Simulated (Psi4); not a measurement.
# O2 (oxygen): UBP86/def2-TZVP (sweep point 3)

What is the vertical electron affinity of O2 (oxygen) at UBP86/def2-TZVP (sweep point 3)? 

Program for the calculation: Psi4 1.11.

4 further runs of the same task are left out: 4 set aside as unsound or not needed.

## (1) The system as given

O2 has 2 atoms, charge 0, and is taken as a triplet. As SMILES, `O=O`. Geometry: relaxed at PBE0-D4/def2-TZVP.

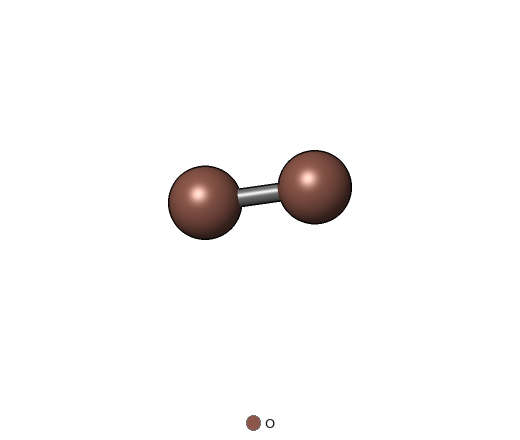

Viewed from a chosen angle; oxygen brown.

## (2) The energy at UBP86/def2-TZVP (sweep point 3)

File calc.dat:

```
memory 1.6 GB

molecule system {
  0 3
  O      0.96290995    -0.31152135     0.49595862
  O     -0.96290995     0.31152135    -0.49595862
  units au
  symmetry c1
}

set basis def2-TZVP
set reference uks
set puream true
set scf_type pk
set dft_radial_points 35
set dft_spherical_points 110
set maxiter 100

energy("bp86")
print_variables()
```

The run is started by

```sh
$ psi4 -n 1 calc.dat calc.out
```

calc.out:

```text
[...]
  Running in c1 symmetry.
[...]
  Nuclear repulsion =   28.392993031497380
[...]
  Multiplicity = 3
[...]
  Nalpha       = 9
  Nbeta        = 7
[...]
    Number of basis functions: 62
[...]
   @UKS iter   1:  -150.37038422583976   -2.20459e-01   4.71232e-03 ADIIS/DIIS
[...]
   @UKS iter   6:  -150.39788010423490   -4.46505e-08   7.28882e-07 DIIS
[...]
   @S^2 Observed:                2.004183862E+00
[...]
    Orbital Energies [Eh]
    ---------------------
    Alpha Occupied:
       1A    -18.919885     2A    -18.919847     3A     -1.221826
       4A     -0.749248     5A     -0.504025     6A     -0.504025
       7A     -0.500438     8A     -0.246885     9A     -0.246885
    Alpha Virtual:
      10A      0.137246    11A      0.282201    12A      0.336499
      13A      0.336499    14A      0.374033    15A      0.397350
      16A      0.447236    17A      0.447236    18A      0.704870
      19A      1.134161    20A      1.134192    21A      1.227386
      22A      1.227386    23A      1.535994    24A      1.536018
      25A      1.760918    26A      2.008961    27A      2.008961
[...]
  @UKS Final Energy:  -150.39788010423490
   => Energetics <=
    Nuclear Repulsion Energy =             28.3929930314973795
    One-Electron Energy =                -262.5486240492882644
    Two-Electron Energy =                 100.8201062182576777
    DFT Exchange-Correlation Energy =     -17.0623553047016898
    Empirical Dispersion Energy =           0.0000000000000000
    VV10 Nonlocal Energy =                  0.0000000000000000
    Total Energy =                       -150.3978801042349005
[...]
 Multipole Moments:
 ------------------------------------------------------------------------------------
     Multipole            Electronic (a.u.)      Nuclear  (a.u.)        Total (a.u.)
 ------------------------------------------------------------------------------------
 L = 1.  Multiply by 2.5417464519 to convert [e a0] to [Debye]
 Dipole X            :          0.0000000            0.0000000            0.0000000
 Dipole Y            :         -0.0000000            0.0000000           -0.0000000
 Dipole Z            :         -0.0000000            0.0000000           -0.0000000
 Magnitude           :                                                    0.0000000
[...]
```

Wall time 3.6 s (1 thread of Intel Xeon at 2.70GHz, shared host); peak memory 0.24 GiB.

## (3) The doublet anion at the same level

File job.in:

```
memory 1600 MB

molecule molecule1 {
  -1 2
  O      0.96290995    -0.31152135     0.49595862
  O     -0.96290995     0.31152135    -0.49595862
  units au
  symmetry c1
}

set globals {
  basis def2-TZVP
  reference uks
  puream true
  scf_type pk
  dft_radial_points 35
  dft_spherical_points 110
  maxiter 100
}

e, wfn = energy('bp86', return_wfn=True)
```

The run is started by

```sh
$ psi4 -i job.in -o job.out -n 1
```

job.out:

```text
[...]
  Running in c1 symmetry.
[...]
  Nuclear repulsion =   28.392993031497380
[...]
  Multiplicity = 2
[...]
  Nalpha       = 9
  Nbeta        = 8
[...]
    Number of basis functions: 62
[...]
   @UKS iter   1:  -150.18302075424623   -3.30958e-02   1.12266e-02 DIIS/ADIIS
[...]
   @UKS iter   7:  -150.37679567840038   -3.79213e-08   6.94312e-07 DIIS
[...]
   @S^2 Observed:                7.519084614E-01
[...]
    Orbital Energies [Eh]
    ---------------------
    Alpha Occupied:
       1A    -18.470434     2A    -18.470393     3A     -0.799308
       4A     -0.335819     5A     -0.110082     6A     -0.101033
       7A     -0.072433     8A      0.148014     9A      0.188363
    Alpha Virtual:
      10A      0.467297    11A      0.585813    12A      0.627783
      13A      0.645036    14A      0.683458    15A      0.724004
      16A      0.725766    17A      0.741992    18A      0.993208
      19A      1.520970    20A      1.521045    21A      1.602522
      22A      1.629043    23A      1.923728    24A      1.923755
      25A      2.122906    26A      2.369106    27A      2.385452
[...]
  @UKS Final Energy:  -150.37679567840038
   => Energetics <=
    Nuclear Repulsion Energy =             28.3929930314973795
    One-Electron Energy =                -269.0277365753431695
    Two-Electron Energy =                 107.6874922486030499
    DFT Exchange-Correlation Energy =     -17.4295443831576655
    Empirical Dispersion Energy =           0.0000000000000000
    VV10 Nonlocal Energy =                  0.0000000000000000
    Total Energy =                       -150.3767956784003843
[...]
 Multipole Moments:
 ------------------------------------------------------------------------------------
     Multipole            Electronic (a.u.)      Nuclear  (a.u.)        Total (a.u.)
 ------------------------------------------------------------------------------------
 L = 1.  Multiply by 2.5417464519 to convert [e a0] to [Debye]
 Dipole X            :         -0.0000000            0.0000000           -0.0000000
 Dipole Y            :         -0.0000000            0.0000000           -0.0000000
 Dipole Z            :         -0.0000000            0.0000000           -0.0000000
 Magnitude           :                                                    0.0000000
[...]
```

Wall time 3.9 s (1 thread of Intel Xeon at 2.70GHz, shared host); peak memory 0.24 GiB.

## (4) What came out

Level: UBP86/def2-TZVP (sweep point 3).

```
                                         quantity          value
                         triplet O2: total energy  -150.39788 Eh
                        triplet O2: dipole moment         0.00 D
   triplet O2: HOMO energy (highest over α and β)       -6.72 eV
    triplet O2: LUMO energy (lowest over α and β)       -4.43 eV
                                 triplet O2: ⟨S²⟩          2.004
                      doublet anion: total energy  -150.37680 Eh
doublet anion: HOMO energy (highest over α and β)        5.45 eV
 doublet anion: LUMO energy (lowest over α and β)        5.78 eV
                              doublet anion: ⟨S²⟩          0.752
vertical electron affinity (to the doublet anion)      -0.574 eV
```

In words: The anion lies 0.57 eV (13.2 kcal/mol) above the neutral: the electron isn't bound at this level, and such a value depends on the basis. Without diffuse functions anions come out too high. The HOMO (doublet anion) lies at positive energy, 5.45 eV, as semi-local functionals often give for anions; only total energies tell whether the electron is bound.
